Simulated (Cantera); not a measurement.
A closed system holds: 1 mol FeS2, a varied amount of H2, at 1073 K and 0.0100 bar.

Method: chemical equilibrium by Gibbs-energy minimisation in Cantera with the NASA 1993 tables (ideal gas, pure condensed phases). Candidate condensed phases: Fe, FeS, FeS2, S; 8 gas species. FeS: taken at fixed stoichiometry. Gases not in the tables: S3 to S7. Kinetics and transport are ignored.

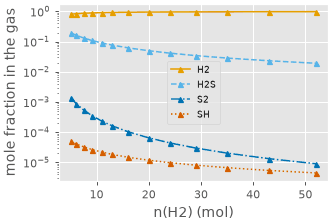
Equilibrium gas composition (values under 1e-9 drawn at 1e-9)

From 5.1 mol H2 to 52 mol H2 the condensed part is FeS(s).
